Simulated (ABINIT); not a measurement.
# A GW chain in ABINIT: SiC (F-43m), part 2 of 3

How does a plane-wave GW calculation on SiC (F-43m) run from the first input to the gap?

ABINIT 10.8.3; PBE and many-body steps on it, plane waves. Known limits of the many-body steps: not at the basis limit.

So far. Step 2 (Ground state): The gap is indirect, with the least direct gap 3.19 eV higher.

### Step 3. Bands along the symmetry lines

Level of this step: DFT, PBE, plane waves, norm-conserving pseudopotentials (ABINIT).

The cheap functional maps the bands first; the places of the edges decide which points the dearer methods must see.

Input file run.abi:

```
acell 3*1.0 Angstrom
rprim 
  -0.000000000000 2.179000000000 2.179000000000
  2.179000000000 -0.000000000000 2.179000000000
  2.179000000000 2.179000000000 -0.000000000000
ntypat 2
znucl 14 6
natom 2
typat 1 2
xred 
  0.000000000000 0.000000000000 0.000000000000
  0.250000000000 0.250000000000 0.250000000000
pp_dirpath "pseudos"
pseudos "Si.upf, C.upf"
ecut 37
iscf -2
irdden 1
kptopt 0
nkpt 50
kpt 
  0.00000000 0.00000000 0.00000000
  -0.06250000 -0.06250000 0.00000000
  -0.12500000 -0.12500000 0.00000000
  -0.18750000 -0.18750000 0.00000000
  -0.25000000 -0.25000000 0.00000000
  -0.31250000 -0.31250000 0.00000000
  -0.37500000 -0.37500000 0.00000000
  -0.43750000 -0.43750000 0.00000000
  -0.50000000 -0.50000000 0.00000000
  -0.48437500 -0.48437500 0.03125000
  -0.46875000 -0.46875000 0.06250000
  -0.45312500 -0.45312500 0.09375000
  -0.43750000 -0.43750000 0.12500000
  -0.42187500 -0.42187500 0.15625000
  -0.40625000 -0.40625000 0.18750000
  -0.39062500 -0.39062500 0.21875000
  -0.37500000 -0.37500000 0.25000000
  -0.37500000 0.00000000 0.37500000
  -0.32812500 0.00000000 0.32812500
  -0.28125000 0.00000000 0.28125000
  -0.23437500 0.00000000 0.23437500
  -0.18750000 0.00000000 0.18750000
  -0.14062500 0.00000000 0.14062500
  -0.09375000 0.00000000 0.09375000
  -0.04687500 0.00000000 0.04687500
  0.00000000 0.00000000 0.00000000
  0.00000000 0.00000000 0.06250000
  0.00000000 0.00000000 0.12500000
  0.00000000 0.00000000 0.18750000
  0.00000000 0.00000000 0.25000000
  0.00000000 0.00000000 0.31250000
  0.00000000 0.00000000 0.37500000
  0.00000000 0.00000000 0.43750000
  0.00000000 0.00000000 0.50000000
  -0.06250000 -0.03125000 0.46875000
  -0.12500000 -0.06250000 0.43750000
  -0.18750000 -0.09375000 0.40625000
  -0.25000000 -0.12500000 0.37500000
  -0.31250000 -0.15625000 0.34375000
  -0.37500000 -0.18750000 0.31250000
  -0.43750000 -0.21875000 0.28125000
  -0.50000000 -0.25000000 0.25000000
  -0.50000000 -0.28125000 0.21875000
  -0.50000000 -0.31250000 0.18750000
  -0.50000000 -0.34375000 0.15625000
  -0.50000000 -0.37500000 0.12500000
  -0.50000000 -0.40625000 0.09375000
  -0.50000000 -0.43750000 0.06250000
  -0.50000000 -0.46875000 0.03125000
  -0.50000000 -0.50000000 0.00000000
istwfk *1
nband 11
nbdbuf 2
tolwfr 1e-08
nstep 40
prtwf 0
prtvol 0
indata_prefix "in"
outdata_prefix "out"
tmpdata_prefix "tmp"
```

Launch:

```
OMP_NUM_THREADS=1 mpirun -n 4 abinit run.abi > log
```

Numbers of over 12 decimals in the logs are rounded to 6 here.

The program printed:

```text
.Version 10.8.3 of ABINIT. v10.8.2 released Aug 2026.

 Symmetries : space group F-4 3 m (#216); Bravais cF (face-center cubic)
[... echo of the input left out ...]
== DATASET  1 ==================================================================
-   mpi_nproc: 4, omp_nthreads: 1 (-1 if OMP is not activated)

--- !DatasetInfo
iteration_state: {dtset: 1, }
dimensions: {natom: 2, nkpt: 50, mband: 11, nsppol: 1, nspinor: 1, nspden: 1, mpw: 1524, }
cutoff_energies: {ecut:  37.0, pawecutdg:  -1.0, }
electrons: {nelect:   8.00000000E+00, charge:   0.00000000E+00, occopt:   1.00000000E+00, tsmear:   1.00000000E-02, }

 Real(R)+Recip(G) space primitive vectors, cartesian coordinates (Bohr,Bohr^-1):
 R(1)=  0.0000000  4.1177132  4.1177132  G(1)= -0.1214266  0.1214266  0.1214266
 R(2)=  4.1177132  0.0000000  4.1177132  G(2)=  0.1214266 -0.1214266  0.1214266
 R(3)=  4.1177132  4.1177132  0.0000000  G(3)=  0.1214266  0.1214266 -0.1214266
 Unit cell volume ucvol=  1.3963629E+02 bohr^3
 Angles (23,13,12)=  6.00000000E+01  6.00000000E+01  6.00000000E+01 degrees

 getcut: wavevector=  0.0000  0.0000  0.0000  ngfft=  32  32  32
         ecut(hartree)=     37.000   => boxcut(ratio)=   2.00684

--- Pseudopotential description ------------------------------------------------
- Si Generated using ONCVPSP code by D. R. Hamann
- 14.00000   4.00000  171031                  znucl, zion, pspdat
12 -101130 2 -1 1510                          pspcod,pspxc,lmax,lloc,mmax
     nproj     2     2     2
  pspatm : epsatm=    9.34321561
         --- l  ekb(1:nproj) -->
             0    5.168965    0.829883
             1    2.571282    0.578307
             2   -2.427311   -0.488097
 pspatm: atomic psp has been read  and splines computed

- C Generated using ONCVPSP code by D. R. Hamann
-  6.00000   4.00000  171031                  znucl, zion, pspdat
12 -101130 1 -1 1248                          pspcod,pspxc,lmax,lloc,mmax
     nproj     2     2     0
  pspatm : epsatm=    4.31346680
         --- l  ekb(1:nproj) -->
[...]
pspatm: atomic psp has been read  and splines computed

--------------------------------------------------------------------------------

================================================================================
 prteigrs : about to open file out_EIG
 Non-SCF case, kpt    1 (  0.00000  0.00000  0.00000), residuals and eigenvalues=
  7.31E-09  4.96E-09  5.11E-09  9.57E-09  4.44E-09  2.28E-09  5.11E-09  7.08E-09
[...]
-3.1511E-01  2.5118E-01  2.5118E-01  2.5118E-01  4.7989E-01  5.1987E-01
  5.1987E-01  5.1987E-01  7.8510E-01  7.8510E-01  8.5604E-01
 Non-SCF case, kpt    2 ( -0.06250 -0.06250  0.00000), residuals and eigenvalues=
  9.46E-10  3.51E-09  2.94E-09  7.57E-09  2.73E-09  5.13E-09  2.12E-09  7.33E-09
[...]
-3.1136E-01  2.3949E-01  2.4389E-01  2.4389E-01  4.8954E-01  5.1068E-01
[...]
1.01E-09  2.75E-09  3.28E-09  3.77E-09  2.35E-09  4.84E-09  1.51E-09  8.94E-09
[...]
-3.0018E-01  2.1014E-01  2.2553E-01  2.2553E-01  4.7852E-01  5.1628E-01
  5.5867E-01  5.5867E-01  6.7428E-01  8.0189E-01  9.1296E-01
[...]
Non-SCF case, kpt   49 ( -0.50000 -0.46875  0.03125), residuals and eigenvalues=
[...]
-1.3046E-01 -3.4798E-02  1.3098E-01  1.3132E-01  3.0612E-01  4.1484E-01
  7.5986E-01  7.6594E-01  7.9086E-01  9.7615E-01  1.0605E+00
 Non-SCF case, kpt   50 ( -0.50000 -0.50000  0.00000), residuals and eigenvalues=
[...]
-1.3075E-01 -3.5551E-02  1.3389E-01  1.3389E-01  3.0121E-01  4.1043E-01
  7.6569E-01  7.6569E-01  7.9395E-01  9.8755E-01  1.0706E+00

--- !ResultsGS
iteration_state: {dtset: 1, }
comment   : Summary of ground state results
lattice_vectors:
- [ -0.0000000,   4.1177132,   4.1177132, ]
- [  4.1177132,  -0.0000000,   4.1177132, ]
- [  4.1177132,   4.1177132,  -0.0000000, ]
lattice_lengths: [   5.82333,    5.82333,    5.82333, ]
lattice_angles: [ 60.000,  60.000,  60.000, ] # degrees, (23, 13, 12)
lattice_volume:   1.3963629E+02
convergence: {deltae:  0.000E+00, res2:  0.000E+00, residm:  9.981E-09, diffor:  0.000E+00, }
etotal    :  -1.02697872E+01
entropy   :   0.00000000E+00
fermie    :   2.51183540E-01
cartesian_stress_tensor: null
pressure_GPa: null
xred      :
- [  0.0000E+00,   0.0000E+00,   0.0000E+00, Si]
- [  2.5000E-01,   2.5000E-01,   2.5000E-01,  C]
cartesian_forces: null
force_length_stats: {min: null, max: null, mean: null, }

 Integrated electronic density in atomic spheres:
 ------------------------------------------------
 Atom  Sphere_radius  Integrated_density
[...]
================================================================================

 ----iterations are completed or convergence reached----

 Mean square residual over all n,k,spin=   47.481E-10; max=  99.808E-10
 reduced coordinates (array xred) for    2 atoms
[...]
cartesian coordinates (angstrom) at end:
    1      0.000000     0.000000     0.000000
    2      1.089500     1.089500     1.089500
 length scales=  1.889726125908  1.889726125908  1.889726125908 bohr
              =  1.000000000000  1.000000000000  1.000000000000 angstroms
 prteigrs : about to open file out_EIG
 Eigenvalues (hartree) for nkpt=  50  k points:
 kpt#   1, nband= 11, wtk=  1.00000, kpt=  0.0000  0.0000  0.0000 (reduced coord)
[...]
kpt#   2, nband= 11, wtk=  1.00000, kpt= -0.0625 -0.0625  0.0000 (reduced coord)
[...]
kpt#   3, nband= 11, wtk=  1.00000, kpt= -0.1250 -0.1250  0.0000 (reduced coord)
[...]
kpt#  49, nband= 11, wtk=  1.00000, kpt= -0.5000 -0.4687  0.0313 (reduced coord)
  -0.13046   -0.03480    0.13098    0.13132    0.30612    0.41484    0.75986    0.76594
   0.79086    0.97615    1.06049
 kpt#  50, nband= 11, wtk=  1.00000, kpt= -0.5000 -0.5000  0.0000 (reduced coord)
  -0.13075   -0.03555    0.13389    0.13389    0.30121    0.41043    0.76569    0.76569
   0.79395    0.98755    1.07056

== END DATASET(S) ==============================================================
================================================================================

 -outvars: echo values of variables after computation  --------
            nband          11
             nkpt          50
          spgroup         216
 [... the other variables as echoed above ...]

 Calculation completed.
```

Run time: 3.7 s. Hardware: 4 MPI ranks of Arm Neoverse V1, shared host; peak memory 0.27 GiB.

Numbers from this step:

| Quantity | Value |
| --- | --- |
| gap | 1.361 eV |
| k of the valence top | 0, 0, 0 |
| k of the conduction bottom | -0.5, -0.5, 0 |
| least direct gap | 4.553 eV |

The gap is 1.361 eV, as in the run before at this level.

Electronic bands along the path, in eV, zero at the top of the highest filled band; v1 is the highest filled band, c1 the lowest empty one:

```csv
point,v4,v3,v2,v1,c1,c2,c3,c4
Γ,-15.41,0.00,0.00,0.00,6.22,7.31,7.31,7.31
X,-10.39,-7.80,-3.19,-3.19,1.36,4.33,14.00,14.00
U,-10.39,-7.28,-5.55,-2.60,3.11,7.78,11.84,12.45
jump to K,-10.39,-7.28,-5.55,-2.60,3.11,7.78,11.84,12.45
Γ,-15.41,0.00,0.00,0.00,6.22,7.31,7.31,7.31
L,-11.84,-8.54,-1.05,-1.05,5.43,7.23,7.23,10.05
W,-10.16,-7.03,-4.99,-4.69,5.21,9.44,9.45,9.79
X,-10.39,-7.80,-3.19,-3.19,1.36,4.33,14.00,14.00
```

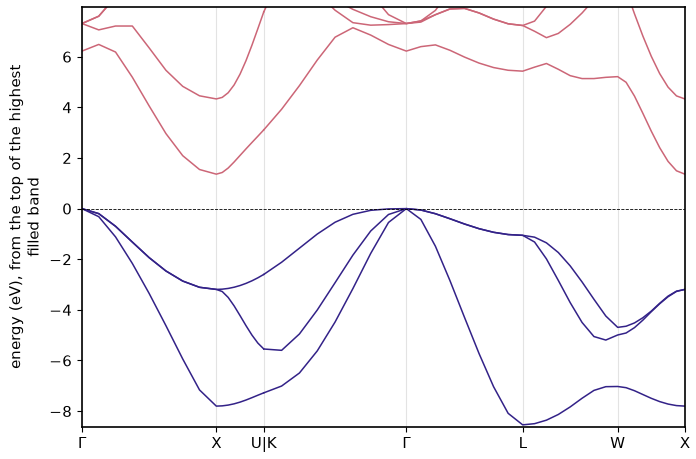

Electronic bands along the path; lines of filled and empty bands in two colours.

### Step 4. Empty states on the mesh, 6×6×6 mesh, 33 bands

The sums over transitions need many empty states on a uniform mesh; this step solves for them.

Input file run.abi:

```
acell 3*1.0 Angstrom
rprim 
  -0.000000000000 2.179000000000 2.179000000000
  2.179000000000 -0.000000000000 2.179000000000
  2.179000000000 2.179000000000 -0.000000000000
ntypat 2
znucl 14 6
natom 2
typat 1 2
xred 
  0.000000000000 0.000000000000 0.000000000000
  0.250000000000 0.250000000000 0.250000000000
pp_dirpath "pseudos"
pseudos "Si.upf, C.upf"
ecut 37
ngkpt 6 6 6
nshiftk 1
shiftk 0 0 0
kptopt 1
chksymbreak 0
iscf -2
irdden 1
istwfk *1
nband 33
nbdbuf 4
tolwfr 1e-09
nstep 60
prtvol 0
indata_prefix "in"
outdata_prefix "out"
tmpdata_prefix "tmp"
```

The program printed:

```text
.Version 10.8.3 of ABINIT. v10.8.2 released Aug 2026.

 Symmetries : space group F-4 3 m (#216); Bravais cF (face-center cubic)
[... echo of the input left out ...]
== DATASET  1 ==================================================================
-   mpi_nproc: 4, omp_nthreads: 1 (-1 if OMP is not activated)

--- !DatasetInfo
iteration_state: {dtset: 1, }
dimensions: {natom: 2, nkpt: 16, mband: 33, nsppol: 1, nspinor: 1, nspden: 1, mpw: 1524, }
cutoff_energies: {ecut:  37.0, pawecutdg:  -1.0, }
electrons: {nelect:   8.00000000E+00, charge:   0.00000000E+00, occopt:   1.00000000E+00, tsmear:   1.00000000E-02, }

 Real(R)+Recip(G) space primitive vectors, cartesian coordinates (Bohr,Bohr^-1):
 R(1)=  0.0000000  4.1177132  4.1177132  G(1)= -0.1214266  0.1214266  0.1214266
 R(2)=  4.1177132  0.0000000  4.1177132  G(2)=  0.1214266 -0.1214266  0.1214266
 R(3)=  4.1177132  4.1177132  0.0000000  G(3)=  0.1214266  0.1214266 -0.1214266
 Unit cell volume ucvol=  1.3963629E+02 bohr^3
 Angles (23,13,12)=  6.00000000E+01  6.00000000E+01  6.00000000E+01 degrees

 getcut: wavevector=  0.0000  0.0000  0.0000  ngfft=  32  32  32
         ecut(hartree)=     37.000   => boxcut(ratio)=   2.00684

--- Pseudopotential description ------------------------------------------------
- Si Generated using ONCVPSP code by D. R. Hamann
- 14.00000   4.00000  171031                  znucl, zion, pspdat
12 -101130 2 -1 1510                          pspcod,pspxc,lmax,lloc,mmax
     nproj     2     2     2
  pspatm : epsatm=    9.34321561
         --- l  ekb(1:nproj) -->
             0    5.168965    0.829883
             1    2.571282    0.578307
             2   -2.427311   -0.488097
 pspatm: atomic psp has been read  and splines computed

- C Generated using ONCVPSP code by D. R. Hamann
-  6.00000   4.00000  171031                  znucl, zion, pspdat
12 -101130 1 -1 1248                          pspcod,pspxc,lmax,lloc,mmax
     nproj     2     2     0
  pspatm : epsatm=    4.31346680
         --- l  ekb(1:nproj) -->
[...]
pspatm: atomic psp has been read  and splines computed

--------------------------------------------------------------------------------

================================================================================
 prteigrs : about to open file out_EIG
 Non-SCF case, kpt    1 (  0.00000  0.00000  0.00000), residuals and eigenvalues=
  2.84E-11  9.01E-11  2.49E-10  2.50E-10  9.14E-11  7.27E-11  1.68E-10  7.05E-10
  7.50E-11  2.20E-10  1.04E-10  3.28E-11  1.18E-10  2.32E-10  2.73E-10  1.02E-10
  1.80E-10  6.08E-10  1.73E-10  4.13E-10  8.87E-10  2.68E-10  5.90E-10  2.97E-10
[...]
8.00E-10
 -3.1511E-01  2.5118E-01  2.5118E-01  2.5118E-01  4.7989E-01  5.1987E-01
  5.1987E-01  5.1987E-01  7.8510E-01  7.8510E-01  8.5604E-01  8.8634E-01
  8.8634E-01  8.8634E-01  1.1155E+00  1.4861E+00  1.4861E+00  1.4861E+00
  1.7795E+00  1.7795E+00  1.7795E+00  1.8267E+00  1.8267E+00  2.0075E+00
  2.0075E+00  2.0075E+00  2.4389E+00  2.4607E+00  2.4607E+00  2.4607E+00
[...]
prteigrs : prtvol=0 or 1, do not print more k-points.

--- !ResultsGS
iteration_state: {dtset: 1, }
comment   : Summary of ground state results
lattice_vectors:
- [ -0.0000000,   4.1177132,   4.1177132, ]
- [  4.1177132,  -0.0000000,   4.1177132, ]
- [  4.1177132,   4.1177132,  -0.0000000, ]
lattice_lengths: [   5.82333,    5.82333,    5.82333, ]
lattice_angles: [ 60.000,  60.000,  60.000, ] # degrees, (23, 13, 12)
lattice_volume:   1.3963629E+02
convergence: {deltae:  0.000E+00, res2:  0.000E+00, residm:  9.948E-10, diffor:  0.000E+00, }
etotal    :  -1.02697872E+01
entropy   :   0.00000000E+00
fermie    :   2.51183540E-01
cartesian_stress_tensor: null
pressure_GPa: null
xred      :
- [  0.0000E+00,   0.0000E+00,   0.0000E+00, Si]
- [  2.5000E-01,   2.5000E-01,   2.5000E-01,  C]
cartesian_forces: null
force_length_stats: {min: null, max: null, mean: null, }

 Integrated electronic density in atomic spheres:
 ------------------------------------------------
 Atom  Sphere_radius  Integrated_density
[...]
================================================================================

 ----iterations are completed or convergence reached----

 Mean square residual over all n,k,spin=   40.007E-11; max=  99.481E-11
 reduced coordinates (array xred) for    2 atoms
       0.000000000000      0.000000000000      0.000000000000
       0.250000000000      0.250000000000      0.250000000000

 cartesian coordinates (angstrom) at end:
    1      0.000000     0.000000     0.000000
    2      1.089500     1.089500     1.089500
 length scales=  1.889726125908  1.889726125908  1.889726125908 bohr
              =  1.000000000000  1.000000000000  1.000000000000 angstroms
 prteigrs : about to open file out_EIG
 Eigenvalues (hartree) for nkpt=  16  k points:
 kpt#   1, nband= 33, wtk=  0.00463, kpt=  0.0000  0.0000  0.0000 (reduced coord)
[...]
1.48606    1.48606    1.77947    1.77947    1.77947    1.82670    1.82670    2.00745
   2.00745    2.00745    2.43891    2.46073    2.46073    2.46073    2.53425    2.53429
   2.57367
 prteigrs : prtvol=0 or 1, do not print more k-points.

== END DATASET(S) ==============================================================
================================================================================

 -outvars: echo values of variables after computation  --------
            nband          33
             nkpt          16
          spgroup         216
 [... the other variables as echoed above ...]

 Calculation completed.
```

It took 4.2 s on 4 MPI ranks; peak memory 0.27 GiB.

This step gave:

```yaml
gap: 1.361 eV
k_of_the_valence_top: 0, 0, 0
k_of_the_conduction_bottom: 0.5, 0.5, 0
least_direct_gap: 4.553 eV
k_points_computed: 16
lowest_point_of_the_top_converged_band_above_the_valence_top: 50.7492 eV
```

On this mesh the gap is 1.361 eV.

### Step 5. Screening, 6×6×6 mesh, 29 bands, screening to 130.6 eV

The RPA dielectric matrix is built and inverted for each q.

This step: RPA screening on PBE, plane waves, norm-conserving pseudopotentials.

run.abi: that of step 4 with these lines changed.

```diff
@@ -20,10 +20,11 @@
 chksymbreak 0
-iscf -2
-irdden 1
 istwfk *1
-nband 33
-nbdbuf 4
-tolwfr 1e-09
-nstep 60
-prtvol 0
+occopt 1
+irdwfk 1
+optdriver 3
+nband 29
+ecuteps 4.8
+inclvkb 2
+awtr 1
+symchi 1
 indata_prefix "in"
```

The program printed:

```text
.Version 10.8.3 of ABINIT. v10.8.2 released Aug 2026.

 Symmetries : space group F-4 3 m (#216); Bravais cF (face-center cubic)
[... echo of the input left out ...]
== DATASET  1 ==================================================================
-   mpi_nproc: 4, omp_nthreads: 1 (-1 if OMP is not activated)

--- !DatasetInfo
iteration_state: {dtset: 1, }
dimensions: {natom: 2, nkpt: 16, mband: 29, nsppol: 1, nspinor: 1, nspden: 1, mpw: 1524, }
cutoff_energies: {ecut:  37.0, pawecutdg:  -1.0, }
electrons: {nelect:   8.00000000E+00, charge:   0.00000000E+00, occopt:   1.00000000E+00, tsmear:   1.00000000E-02, }

 SCREENING: Calculation of the susceptibility and dielectric matrices

 Based on a program developped by R.W. Godby, V. Olevano, G. Onida, and L. Reining.
 Incorporated in ABINIT by V. Olevano, G.-M. Rignanese, and M. Torrent.
.Using double precision arithmetic ; gwpc =  8

[... cell and pseudopotentials left out ...]
--------------------------------------------------------------------------------

 ==== K-mesh for the wavefunctions ====
 Number of points in the irreducible wedge :    16
[... list of points left out ...]
 Together with 24 symmetry operations and time-reversal symmetry
 yields   216 points in the full Brillouin Zone.

 ==== Q-mesh for the screening function ====
 Number of points in the irreducible wedge :    16
[... list of points left out ...]
 Together with 24 symmetry operations and time-reversal symmetry
 yields   216 points in the full Brillouin Zone.

 setmesh: FFT mesh size selected  =    24x   24x   24
          total number of points  =        13824

 vcoul_init : cutoff-mode = AUXILIARY_FUNCTION
 q-points for optical limit:   1
     1)      0.000010    0.000020    0.000030

- screening: taking advantage of time-reversal symmetry
- Maximum band index for partially occupied states nbvw = 4
- Remaining bands to be divided among processors   nbcw = 25
- Number of bands treated by each node ~6

 Number of electrons calculated from density =    8.0000; Expected =    8.0000
 average of density, n =  0.057292
 r_s =    1.6092
 omega_plasma =   23.0888 [eV]

 calculating chi0 at frequencies [eV] :
  1    0.000000E+00    0.000000E+00
  2    0.000000E+00    2.308880E+01

--------------------------------------------------------------------------------
  q-point number  1        q = ( 0.000000, 0.000000, 0.000000) [r.l.u.]
--------------------------------------------------------------------------------
[... chi0 elements left out ...]
 For q-point:  0.000010 0.000020 0.000030
  dielectric constant =   7.0845
  dielectric constant without local fields =   7.7386

  Average fulfillment of the sum rule on Im[epsilon] for q-point    1 :     60.59  [%]
[... wings left out ...]
  q-point number  2        q = ( 0.166667, 0.000000, 0.000000) [r.l.u.]
--------------------------------------------------------------------------------
[... chi0 elements left out ...]
  Average fulfillment of the sum rule on Im[epsilon] for q-point    2 :     86.33  [%]

 [... 14 further q-points ...]
```

Elapsed: 11 s, on 4 MPI ranks; peak memory 0.48 GiB; 43 s of CPU time.

This step gave:

```
ε∞ with local fields, on this mesh, along the program's q direction : 7.085
the same without local fields                                       : 7.739
plasma frequency                                                    : 23.09 eV
plane waves in the screening matrix                                 : 65
```

Local fields lower ε∞ by 8 %.

[end of part 2 of 3]

[Paths, hosts, dates, memory and timing lines, banners, echoed tables and standing remarks are left out of the program output.]

[Logs are printed without paths, hosts, clocks, repeated set-up lines and the standing remarks that a program may print on its own settings, such as how far it seeks lower states.]

[Runs of the session that timed out or met a known fault of the program may be left out.]

[Hosts, paths, dates, database ids (printed as entryN), source tags and the programs' standing remarks are cut or masked in the printed files.]

[G0W0 gaps are taken among the corrected bands and points alone; a level outside them can change the order at an edge.]

[Where Ansatz stands beside ABINIT at settings called matched, ABINIT's density can come from a denser mesh and the files from another edition; pairs whose starting gaps differed by over 0.03 eV were left out, so agreement reads better than it is.]
